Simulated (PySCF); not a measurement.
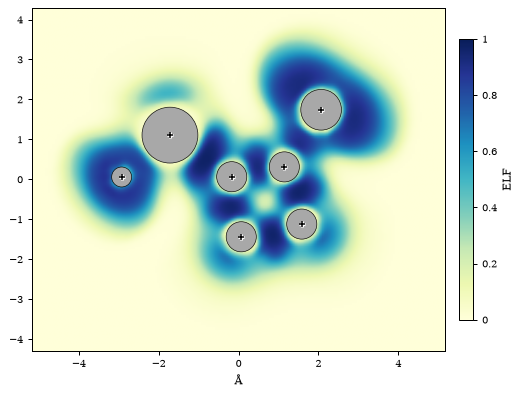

The electron localisation function on a plane through atoms (crosses mark nuclei in the plane; grey discs cover the cores).

All numbers below come from PBE0/pcSseg-1, SCF density, gas phase, non-relativistic in PySCF.

Candidates:
A. C3H6BClO (SMILES ClBOC1CC1)
B. C7H10Cl2Si
C. C4H5Cl2FSi

Q: Which candidate gave the map?

A: Candidate C: C4H5Cl2FSi on the plane of atoms C5, C7 and C8, which holds F, Si, C and Cl. C–C (1.34 Å): the ELF peaks at about 0.90 between the atoms; a multiple bond. Si–F (1.61 Å): the ELF peaks at about 0.85 in the valence shell of F, 0.5 Å from its nucleus, and is about 0.55 at the midpoint.
